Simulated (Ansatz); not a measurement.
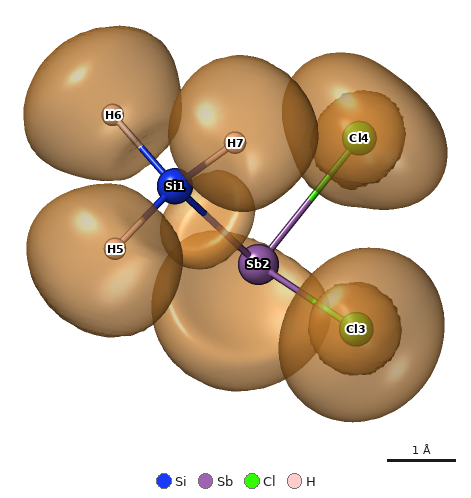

The picture shows: Cl2H3SbSi (SMILES [SiH3][Sb]([Cl])[Cl]). Isosurface of the ELF at 0.75 (orange), seen at a tilt. Core shells and regions of very low density are left out.

Core potentials replace the inner electrons of Sb.

Computed with SCF r2SCAN0, Gaussian basis (Ansatz 0.2.0).

```xyz
7

Si   -0.3459    0.8664   -0.1522
Sb   -0.3796   -1.3146    1.0197
Cl    1.9672   -1.1798    1.3458
Cl   -0.0190   -2.4758   -1.0607
H    -0.2175    1.9837    0.8012
H    -1.6766    1.0982   -0.8647
H     0.7327    0.9539   -1.1348
```

What do the ELF domains correspond to?

The surface consists of one region between bonded Sb–Si atoms (shared pairs), three regions around hydrogen nuclei, one lobe on Sb, pointing away from the bonds (lone pairs) and two regions wrapped around Cl (the valence shell of each). Along the contacts the grid gives the following. Sb–Cl (2.37 Å): the ELF peaks at about 0.85 in the valence shell of Cl, 0.9 Å from its nucleus, and drops to about 0.15 between the two atoms. Si–Sb (2.48 Å): the ELF peaks at about 0.95 between the atoms: a shared electron pair.
